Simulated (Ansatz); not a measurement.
```xyz
5

H     0.737   -0.747    1.417
O     0.102   -0.840   -1.141
C    -0.206    0.139   -0.523
H    -0.744    1.011   -0.965
S     0.111    0.437    1.213
```

Where will the first 3 clear peaks of this molecule's radial distribution curve from gas electron diffraction lie, and which pairs make them?

Peak 1, 1.20 Å: C–H 1.12 Å, O–C 1.20 Å, S–H 1.35 Å, not resolved
Peak 2, 1.79 Å: S–C 1.79 Å
Peak 3, 2.67 Å: S···H 2.41 Å, S···O 2.68 Å, not resolved

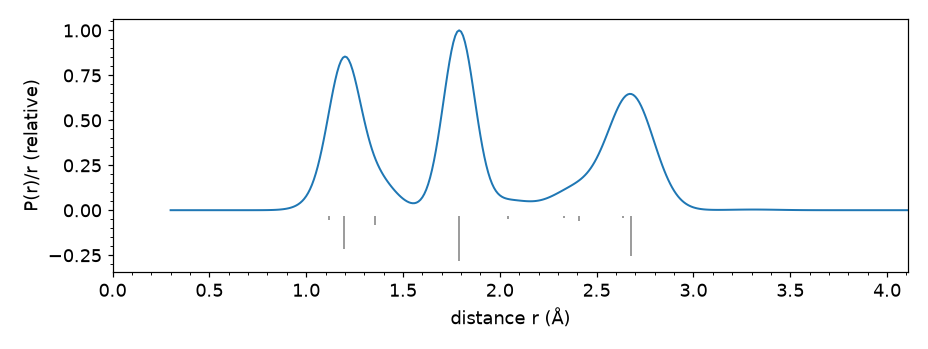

Simulated gas electron diffraction: radial distribution curve of CH₂OS. Each pair of atoms contributes with weight ZᵢZⱼ/r (bars below the curve); damping constant 0.002 Å²; vibrational amplitudes assumed, not computed: 0.05 Å for bonds, 0.078 Å for bonds to H, 0.06 + 0.015 r up to 0.15 Å for other pairs. The geometry is the end point of an optimisation (Ansatz, RKS B3LYP/def2-SVP); it may be a saddle point or a higher isomer.
